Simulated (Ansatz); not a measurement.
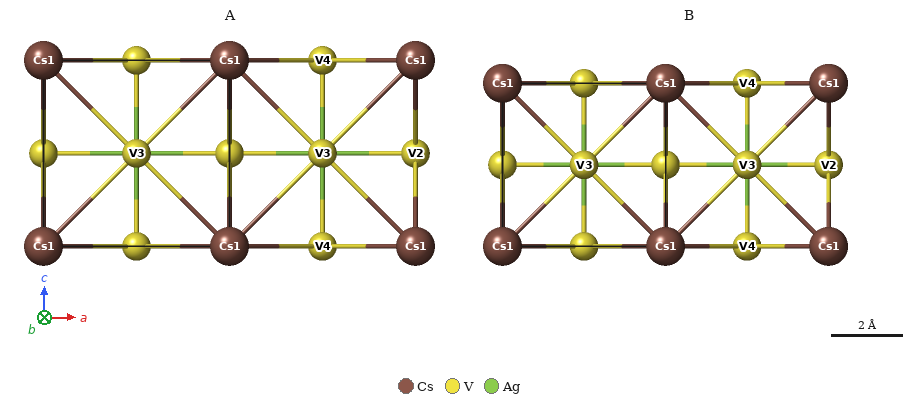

Two geometries of solid CsV3Ag (built on the cubic perovskite type) (coarse preliminary run), drawn at one scale. One is the start of a relaxation, the other its converged end. The picture is a ball-and-stick view of the cell of the calculation, repeated 2 × 1 × 1 with one cell outlined, seen along the b axis.

The calculation used DFT PBE, scalar-relativistic, plane waves, PAW (Ansatz 0.2.0). (plane-wave cutoff 420 eV; k-point mesh 4 × 4 × 4; occupations gaussian; smearing width 0.1 eV; collinear spin; cell and atoms relaxed; force threshold 0.04 eV/Å; at most 70 steps)

Q: Which geometry has the lower energy?

A: Structure A is the relaxed one. Case: cubic perovskite type (Pm-3m, No. 221). The energy falls by 2.910 eV per cell of the calculation in 6 accepted moves (8 points after the start). All forces vanish by symmetry, so only the cell relaxes. The pressure goes from 27.50 to 0.01 GPa. The SCF was repeated twice at an unchanged geometry on a basis and grid sized afresh for the cell, which shifted the energy by 0.117 eV per cell of the calculation at most. No atom moves by more than 0.005 Å relative to the cell. Cell: a = b = c 4.615 → 5.265 Å (+14.1 %). Volume +48.4 %. Among the contacts that change: Cs–V 3.263 → 3.723 Å, Ag–V 2.308 → 2.632 Å. The space group stays Pm-3m (No. 221).
